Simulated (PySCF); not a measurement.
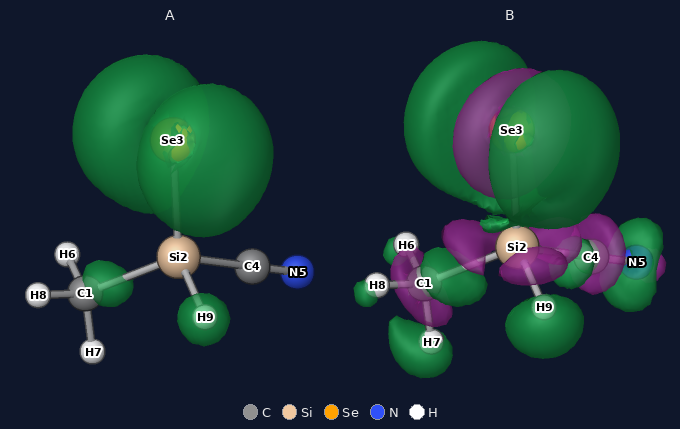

Figure. C2H4NSeSi, charge −1, SMILES `C[SiH]([Se-])C#N`. The Fukui function f⁻ from two separate SCF calculations and the density of the HOMO, at ±0.015 e/Å³ (green positive, purple negative).

Computed with PySCF, PBE0/def2-SVPD, geometry: GFN2-xTB. No frequency check shows the geometry to be a minimum. GFN2-xTB bond lengths at metals and heavier atoms can be off by up to 0.1 Å and shapes distorted, which carries into these values.

Input

```python
import numpy as np
from pyscf import gto, scf, dft
from pyscf.scf import atom_ks, atom_hf
from scipy.linalg import block_diag

def solve(mol, dm0=None, hcore=None):
    mf = (dft.UKS if mol.spin else dft.RKS)(mol, xc='pbe0')
    mf.grids.level = 3
    mf = mf.density_fit(auxbasis='def2-universal-jkfit')
    mf.conv_tol, mf.max_cycle = 1e-8, 80
    if hcore is not None:
        mf.get_hcore = lambda *args: hcore
    mf.kernel(dm0)
    if not mf.converged:
        mf = mf.newton().run(mf.mo_coeff, mf.mo_occ, max_cycle=30)
    assert mf.converged, 'SCF not converged'
    return mf

mol = gto.M(atom='''
C     -1.12808    -2.00897     0.35500
Si    -0.54223    -0.39781    -0.47004
Se     1.45161     0.27698     0.08672
C     -1.90275     0.81237    -0.00954
N     -2.73163     1.55440     0.27310
H     -1.12916    -1.91276     1.43671
H     -2.13228    -2.27810     0.03791
H     -0.45977    -2.82476     0.09635
H     -0.73594    -0.53357    -1.92325
''', basis='def2-svpd', charge=-1, spin=0, verbose=4)
mf = solve(mol)
out = dict(e0=mf.e_tot, dm0=mf.make_rdm1(), c=mf.mo_coeff, occ=mf.mo_occ, eps=mf.mo_energy)
for name, dq, spin in [('cation', 1, 1)]:
    ion = mol.copy().set(charge=mol.charge + dq, spin=spin).build()
    mi = solve(ion)
    if spin and dq > 0 and mol.nao < 130:
        c, _, stable, _ = mi.stability(return_status=True)
        if not stable:
            mi = solve(ion, mi.make_rdm1(c, mi.mo_occ))
    print(name, 'vertical energy change / eV', (mi.e_tot - mf.e_tot) * 27.211386)
    out.update({'e_' + name: mi.e_tot, 'dm_' + name: mi.make_rdm1(), 's2_' + name: mi.spin_square()[0], 'eps_' + name: mi.mo_energy, 'occ_' + name: mi.mo_occ})
# spherically averaged free atoms, for the promolecule
atm = atom_ks.get_atm_nrks(mol, xc='pbe0')
pro = block_diag(*[(atm[a[0]][2] * atm[a[0]][3]) @ atm[a[0]][2].T for a in mol._atom])
np.savez('result.npz', pro=pro, **out)
```

Launched as:

```sh
OMP_NUM_THREADS=1 python input.py
```

The run took 88 s on 1 thread of Arm Neoverse V2, with other jobs on the host, peak memory 0.71 GiB.

Partitions, critical points and surface values were worked out afterwards from this run's density.

> Which panel is which, and how good is the frozen-orbital picture?

B is f⁻ (it has negative regions), A the HOMO density. The HOMO lies on Se3 (84 %) and Si2 (10 %); f⁻ (Hirshfeld-condensed) is largest on Se3 (0.64); the vertical detachment energy is 3.37 eV (the stability of the neutral species's solution wasn't checked). Relaxation shifts 20 % of the electron between atoms. The orbital energy is −1.46 eV.
